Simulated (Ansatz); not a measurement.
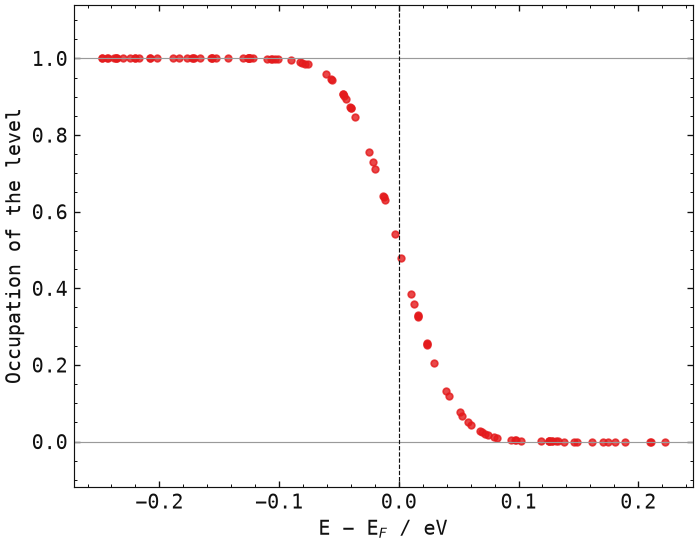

Occupations of the one-electron levels of the k mesh against their energy, from a run on LuC, space group P-6m2 (No. 187), 2 atoms in the cell, with Ansatz.

Name the smearing function and its width.

Answer. Gaussian smearing with a width of 0.05 eV. The occupations stay between 0 and 1 and die off fast, as an error function; the slope at the Fermi level is 1/(√π × width).
